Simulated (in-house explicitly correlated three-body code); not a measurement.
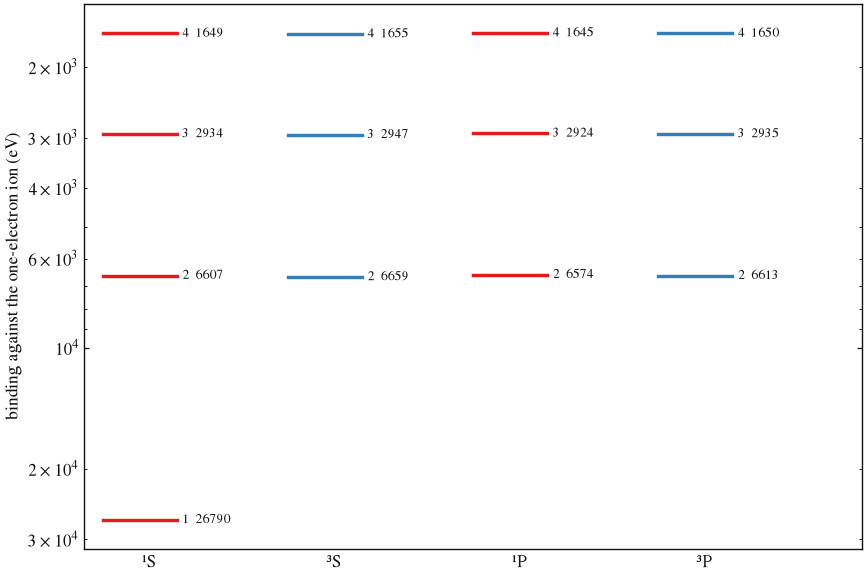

Two electrons around a point charge of unknown size. Computed variationally in 260 exponentially correlated functions with an in-house code, non-relativistic, converged to about 10⁻⁸ of the energy. The plot shows the bound S and P states that converged, by term and principal number n, on a logarithmic scale of binding.

### What is the nuclear charge?

Z = 45 (rhodium). The outer electron of the excited states sees a charge of Z − 1, so they are bound by about 13.6 (Z − 1)²/n² eV. The ground state is bound by 26.79 keV. The n = 2 states drawn run, from the deepest, 2 ³S (6659 eV), 2 ³P (6613 eV), 2 ¹S (6607 eV), 2 ¹P (6574 eV). Exchange puts 2 ³S below 2 ¹S by 51.9 eV and 2 ³P below 2 ¹P by 39.5 eV. Quantum defects n − (Z − 1)/√(2 E(binding)): 2 ³S 0.011, 2 ³P 0.004, 2 ¹S 0.003, 2 ¹P −0.002.
